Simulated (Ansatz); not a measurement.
Input

```
crystal:
  periodic: [false, false, false]
  atoms:
    - {symbol: Ga, position_ang: [-0.306910, -0.594674, -0.034003]}
    - {symbol: Ga, position_ang: [0.988692, 1.914116, 0.109350]}
    - {symbol: S, position_ang: [-1.269770, 1.429170, 0.002706]}
    - {symbol: S, position_ang: [1.898713, -0.211365, 0.066634]}
    - {symbol: S, position_ang: [-1.310724, -2.537247, -0.144677]}
basis:
  gaussian: {orbitals: def2-TZVP, initial_orbitals: start.molden}
magnetization: {spin_polarized: true, initial_magnetization: 2}
hamiltonian: {xc: pbe0, dispersion: d4}
scf: {omitted_lower_state_checks: [starts]}
output: {orbitals: {seedname: orbitals}}
```

Command:

```sh
ansatz run in.yaml --threads 4 --pin off --events-out ev --progress --plain --max-ram 8704MiB
```

Geometry: B3LYP-D4/def2-SVP.

Computed with Ansatz 0.2.0, UKS PBE0-D4/def2-TZVP.

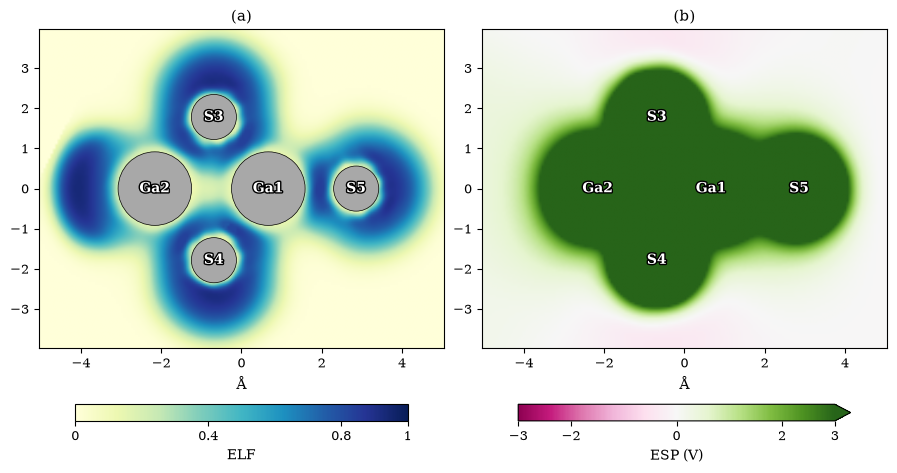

Ga$_{2}$S$_{3}$ (triplet). (a) electron localisation function; (b) electrostatic potential on the molecular plane. Grey discs cover the atomic cores in the ELF map.

### Describe what can be read from this map.

The section cuts through Ga and S sites.
Ga–S (2.19 Å): the ELF peaks at about 0.85 in the valence shell of S, 0.9 Å from its nucleus, and is about 0.70 at the midpoint.
Ga–S (2.24 Å): the ELF peaks at about 0.80 in the valence shell of S, 1.0 Å from its nucleus, and is about 0.65 at the midpoint.
Ga–S (2.31 Å): the ELF peaks at about 0.80 in the valence shell of S, 1.0 Å from its nucleus, and is about 0.65 at the midpoint.
The ELF also peaks beside S4, S5 and S3, away from the bonds: non-bonding electrons, paired or unpaired.
Outside the dense part of the molecule the potential is most negative (−0.4 V) near S3 and S4.
